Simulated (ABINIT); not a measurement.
# A GW chain in ABINIT: CsCu2I3 (Cmcm), part 2 of 2

Wanted: ground state, empty states, screening and self-energy for CsCu2I3 (Cmcm).

ABINIT 10.8.3; LDA and many-body steps on it, plane waves. Known limits of the many-body steps: not at the basis limit; d shell near the gap, gap tends to lie low; no spin-orbit coupling; coarse k mesh.

So far. Step 2 (Ground state): The gap is direct, at Γ. Step 3 (Empty states on the mesh, 2×2×2 mesh, 332 bands): On this mesh the gap is 1.748 eV.

### Step 4. Screening, 2×2×2 mesh, 163 bands, screening to 98 eV

The RPA dielectric matrix is built and inverted for each q.

This step: RPA screening on LDA, plane waves, norm-conserving pseudopotentials.

run.abi reads:

```
acell 3*1.0 Angstrom
rprim 
  5.273950000000 -6.586250000000 0.000000000000
  5.273950000000 6.586250000000 0.000000000000
  0.000000000000 0.000000000000 6.097180000000
ntypat 3
znucl 55 29 53
natom 12
typat 1 1 2 2 2 2 3 3 3 3 3 3
xred 
  0.327800000000 0.672200000000 0.250000000000
  0.672200000000 0.327800000000 0.750000000000
  0.851000000000 0.851000000000 0.000000000000
  0.149000000000 0.149000000000 0.500000000000
  0.149000000000 0.149000000000 0.000000000000
  0.851000000000 0.851000000000 0.500000000000
  0.879600000000 0.120400000000 0.250000000000
  0.120400000000 0.879600000000 0.750000000000
  0.836000000000 0.598000000000 0.250000000000
  0.164000000000 0.402000000000 0.750000000000
  0.598000000000 0.836000000000 0.750000000000
  0.402000000000 0.164000000000 0.250000000000
pp_dirpath "pseudos"
pseudos "Cs.upf, Cu.upf, I.upf"
ecut 38
ngkpt 2 2 2
nshiftk 1
shiftk 0 0 0
kptopt 1
chksymbreak 0
istwfk *1
occopt 1
irdwfk 1
optdriver 3
nband 163
ecuteps 3.6
inclvkb 2
awtr 1
symchi 1
indata_prefix "in"
outdata_prefix "out"
tmpdata_prefix "tmp"
```

Launch:

```
$ OMP_NUM_THREADS=1 mpirun -n 4 abinit run.abi > log
```

Numbers of over 12 decimals in the logs are rounded to 6 here.

Log:

```text
.Version 10.8.3 of ABINIT. v10.8.2 released Aug 2026.

 Symmetries : space group Cm c m (# 63); Bravais oC (1-face-center ortho.)
[... echo of the input left out ...]
== DATASET  1 ==================================================================
-   mpi_nproc: 4, omp_nthreads: 1 (-1 if OMP is not activated)

--- !DatasetInfo
iteration_state: {dtset: 1, }
dimensions: {natom: 12, nkpt: 6, mband: 163, nsppol: 1, nspinor: 1, nspden: 1, mpw: 32052, }
cutoff_energies: {ecut:  38.0, pawecutdg:  -1.0, }
electrons: {nelect:   1.36000000E+02, charge:   0.00000000E+00, occopt:   1.00000000E+00, tsmear:   1.00000000E-02, }

 SCREENING: Calculation of the susceptibility and dielectric matrices

 Based on a program developped by R.W. Godby, V. Olevano, G. Onida, and L. Reining.
 Incorporated in ABINIT by V. Olevano, G.-M. Rignanese, and M. Torrent.
.Using double precision arithmetic ; gwpc =  8

[... cell and pseudopotentials left out ...]
--------------------------------------------------------------------------------

 ==== K-mesh for the wavefunctions ====
 Number of points in the irreducible wedge :     6
[... list of points left out ...]
 Together with  8 symmetry operations and time-reversal symmetry
 yields     8 points in the full Brillouin Zone.

 ==== Q-mesh for the screening function ====
 Number of points in the irreducible wedge :     6
[... list of points left out ...]
 Together with  8 symmetry operations and time-reversal symmetry
 yields     8 points in the full Brillouin Zone.

 setmesh: FFT mesh size selected  =    64x   64x   48
          total number of points  =       196608

 vcoul_init : cutoff-mode = AUXILIARY_FUNCTION
 q-points for optical limit:   1
     1)      0.000010    0.000020    0.000030

- screening: taking advantage of time-reversal symmetry
- Maximum band index for partially occupied states nbvw = 68
- Remaining bands to be divided among processors   nbcw = 95
- Number of bands treated by each node ~23

 Number of electrons calculated from density =  136.0000; Expected =  136.0000
 average of density, n =  0.047578
 r_s =    1.7120
 omega_plasma =   21.0407 [eV]

 calculating chi0 at frequencies [eV] :
  1    0.000000E+00    0.000000E+00
  2    0.000000E+00    2.104070E+01

--------------------------------------------------------------------------------
  q-point number  1        q = ( 0.000000, 0.000000, 0.000000) [r.l.u.]
--------------------------------------------------------------------------------
[... chi0 elements left out ...]
 For q-point:  0.000010 0.000020 0.000030
  dielectric constant =   4.7973
  dielectric constant without local fields =   5.5746

  Average fulfillment of the sum rule on Im[epsilon] for q-point    1 :     32.74  [%]
[... wings left out ...]
  q-point number  2        q = ( 0.500000, 0.000000, 0.000000) [r.l.u.]
--------------------------------------------------------------------------------
[... chi0 elements left out ...]
  Average fulfillment of the sum rule on Im[epsilon] for q-point    2 :     38.81  [%]

 [... 4 further q-points ...]
```

It took 16 min on 4 MPI ranks of Arm Neoverse V1, shared host; peak memory 11 GiB.

Numbers from this step:

- ε∞ with local fields, on this mesh, along the program's q direction: 4.797
- the same without local fields: 5.575
- plasma frequency: 21.04 eV
- plane waves in the screening matrix: 923

Local fields lower ε∞ by 14 %. On a Γ-centred mesh this coarse the value itself is usually too large, while a short band sum pulls it down.

### Step 5. Self-energy, 2×2×2 mesh, 163 bands, screening to 98 eV

The self-energy is evaluated for the states that the input lists, and the levels follow from it, in one-shot runs by the linearised quasiparticle equation.

This step: G0W0 on LDA, plane waves, norm-conserving pseudopotentials.

Edit run.abi of step 4 so:

```diff
@@ -33,8 +33,15 @@
 irdwfk 1
-optdriver 3
+optdriver 4
 nband 163
+gwcalctyp 0
+ecutsigx 38
+symsigma 1
+nkptgw 1
+kptgw 
+  0.0000000000 0.0000000000 0.0000000000
+bdgw 
+  67 70
 ecuteps 3.6
-inclvkb 2
-awtr 1
-symchi 1
+irdscr 1
+ppmodel 1
 indata_prefix "in"
```

Log:

```text
.Version 10.8.3 of ABINIT. v10.8.2 released Aug 2026.

 Symmetries : space group Cm c m (# 63); Bravais oC (1-face-center ortho.)
[... echo of the input left out ...]
== DATASET  1 ==================================================================
-   mpi_nproc: 4, omp_nthreads: 1 (-1 if OMP is not activated)

--- !DatasetInfo
iteration_state: {dtset: 1, }
dimensions: {natom: 12, nkpt: 6, mband: 163, nsppol: 1, nspinor: 1, nspden: 1, mpw: 32052, }
cutoff_energies: {ecut:  38.0, pawecutdg:  -1.0, }
electrons: {nelect:   1.36000000E+02, charge:   0.00000000E+00, occopt:   1.00000000E+00, tsmear:   1.00000000E-02, }

 SIGMA: Calculation of the GW corrections

 Based on a program developped by R.W. Godby, V. Olevano, G. Onida, and L. Reining.
 Incorporated in ABINIT by V. Olevano, G.-M. Rignanese, and M. Torrent.
.Using double precision arithmetic ; gwpc =  8

[... cell and pseudopotentials left out ...]
--------------------------------------------------------------------------------

 ==== K-mesh for the wavefunctions ====
 Number of points in the irreducible wedge :     6
[... list of points left out ...]
 Together with  8 symmetry operations and time-reversal symmetry
 yields     8 points in the full Brillouin Zone.

 ==== Q-mesh for screening function ====
 Number of points in the irreducible wedge :     6
[... list of points left out ...]
 Together with  8 symmetry operations and time-reversal symmetry
 yields     8 points in the full Brillouin Zone.

 vcoul_init : cutoff-mode = AUXILIARY_FUNCTION
 q-points for optical limit:   1
     1)      0.000010    0.000020    0.000030
 setmesh: FFT mesh size selected  =    90x   90x   64
          total number of points  =       518400

 Number of electrons calculated from density =  136.0000; Expected =  136.0000
 average of density, n =  0.047578
 r_s =    1.7120
 omega_plasma =   21.0407 [eV]

 === KS Band Gaps ===
  >>>> For spin  1
   Minimum direct gap =   1.7480 [eV], located at k-point      :   0.0000  0.0000  0.0000
   Fundamental gap    =   1.7480 [eV], Top of valence bands at :   0.0000  0.0000  0.0000
                                       Bottom of conduction at :   0.0000  0.0000  0.0000
 SIGMA fundamental parameters:
 PLASMON POLE MODEL  1
 number of plane-waves for SigmaX                31935
 number of plane-waves for SigmaC and W            923
 number of plane-waves for wavefunctions         31935
 number of bands                                   163
 number of independent spin polarizations            1
 number of spinorial components                      1
 number of k-points in IBZ                           6
 number of q-points in IBZ                           6
 number of symmetry operations                       8
 number of k-points in BZ                            8
 number of q-points in BZ                            8
 number of frequencies for dSigma/dE                 9
 frequency step for dSigma/dE [eV]                0.25
 number of omega for Sigma on real axis              0
 max omega for Sigma on real axis  [eV]           0.00
 zcut for avoiding poles [eV]                     0.10

 EPSILON^-1 parameters (SCR file):
 dimension of the eps^-1 matrix on file            923
 dimension of the eps^-1 matrix used               923
 number of plane-waves for wavefunctions         31935
 number of bands                                   163
 number of q-points in IBZ                           6
 number of frequencies                               2
 number of real frequencies                          1
 number of imag frequencies                          1

 matrix elements of self-energy operator (all in [eV])

 Perturbative Calculation

--- !SelfEnergy_ee
iteration_state: {dtset: 1, }
kpoint     : [   0.000,    0.000,    0.000, ]
spin       : 1
KS_gap     :    1.748
QP_gap     :    3.390
Delta_QP_KS:    1.642
data: !SigmaeeData |
     Band     E0 <VxcDFT>   SigX SigC(E0)      Z dSigC/dE  Sig(E)    E-E0       E
       67   2.599 -23.043 -28.383   4.999   0.734  -0.362 -23.293  -0.250   2.349
       68   2.788 -22.685 -27.770   4.829   0.739  -0.353 -22.874  -0.189   2.599
       69   4.536  -8.974  -4.707  -2.521   0.832  -0.201  -7.521   1.453   5.989
       70   5.669 -10.077  -6.407  -2.196   0.826  -0.211  -8.860   1.217   6.885

== END DATASET(S) ==============================================================
================================================================================

 -outvars: echo values of variables after computation  --------
           etotal      0.0000000000E+00
            nband         163
             nkpt           6
          spgroup          63
 [... the other variables as echoed above ...]

 Calculation completed.
```

Run time: 53 s. Hardware: 4 MPI ranks; peak memory 5.9 GiB; 3.5 min of CPU time.

This step gave:

```
G0W0 gap on the points computed              : 3.390 eV
starting gap on the mesh                     : 1.748 eV
k of the valence top                         : 0, 0, 0
k of the conduction bottom                   : 0, 0, 0
Z at the valence top                         : 0.739
Z at the conduction bottom                   : 0.832
least direct G0W0 gap on the computed points : 3.390 eV
```

The gap on the mesh goes from 1.75 eV to 3.39 eV, a correction of +1.64 eV.

Limits: finite bands, cutoff and mesh; d shell near the gap, gap tends to lie low; no spin-orbit coupling; coarse k mesh. v1 is the top filled band, c1 the lowest empty one. The levels before and after the correction (eV, zero at the valence-band top of each column):

```csv
,conduction bottom,valence top
Kohn-Sham,1.75,0.00
G0W0,3.39,0.00
```

```csv
,level,energy (eV)
Kohn-Sham,Γ v2,-0.189
Kohn-Sham,Γ v1,0.000
Kohn-Sham,Γ c1,1.748
Kohn-Sham,Γ c2,2.880
G0W0,Γ v2,-0.250
G0W0,Γ v1,0.000
G0W0,Γ c1,3.390
G0W0,Γ c2,4.286
```

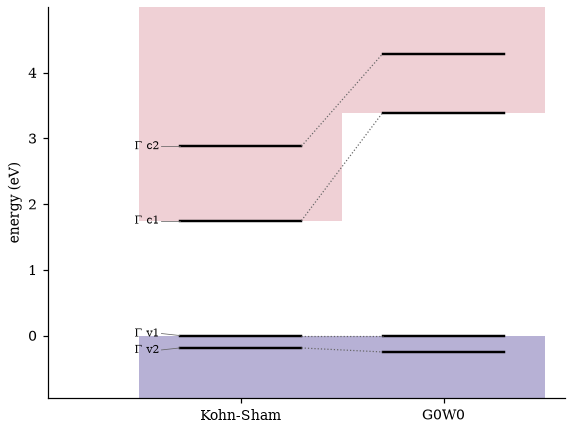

Levels before and after the correction. Shaded: valence and conduction bands.

### Step 6. Where the time went

Times are wall times on 4 MPI ranks of Arm Neoverse V1, shared host, good to a factor of about two.

```csv
step,time,share,memory (GiB)
ground state,18 min,28 %,1.0
empty states on the mesh,31 min,47 %,1.6
screening,16 min,24 %,11
self-energy,53 s,1 %,5.9
```

### Step 7. What came out

```json
{"LDA gap": "1.75 eV, direct", "G0W0 gap on the mesh": "3.39 eV", "GW settings": "2×2×2 mesh, 163 bands, screening to 98 eV, Godby-Needs plasmon pole", "known limits": "not at the basis limit; d shell near the gap, gap tends to lie low; no spin-orbit coupling; coarse k mesh"}
```

In words: G0W0 moves the gap on the mesh from 1.75 eV to 3.39 eV (+1.64 eV), with Z of 0.74 and 0.83 at the edges. Local fields lower the RPA ε∞ on this mesh from 5.57 to 4.80; a Γ-centred mesh this coarse tends to raise both, most where the direct gap is narrow, while a short band sum lowers them. Only 1 of the mesh's irreducible points was corrected, so a valley elsewhere could overtake. The dearest step here is «empty states on the mesh». Bands and cutoff are finite, so the gap is not at the basis limit. The miss can reach some tenths of an eV and take either sign; the mesh is an error of its own. In the G0W0 run levels were corrected at 1 k point alone, so a gap called «on the mesh» is the least over those, and an edge elsewhere would be missed. The 2×2×2 mesh is coarse for this cell, which bears on the long-range parts of exchange and screening. A d shell, filled or nearly so, lies near the gap. One-shot GW converges very slowly in bands there, not always from below, and on a semilocal start the gap tends to come out low; starts rich in exact exchange can overshoot instead. The many-body steps are scalar-relativistic: spin-orbit coupling is not in them.

[Paths, hosts, dates, memory and timing lines, banners, echoed tables and standing remarks are left out of the program output.]

[Logs are printed without paths, hosts, clocks, repeated set-up lines and the standing remarks that a program may print on its own settings, such as how far it seeks lower states.]

[Runs of the session that timed out or met a known fault of the program may be left out.]

[Hosts, paths, dates, database ids (printed as entryN), source tags and the programs' standing remarks are cut or masked in the printed files.]

[G0W0 gaps are taken among the corrected bands and points alone; a level outside them can change the order at an edge.]

[Where Ansatz stands beside ABINIT at settings called matched, ABINIT's density can come from a denser mesh and the files from another edition; pairs whose starting gaps differed by over 0.03 eV were left out, so agreement reads better than it is.]
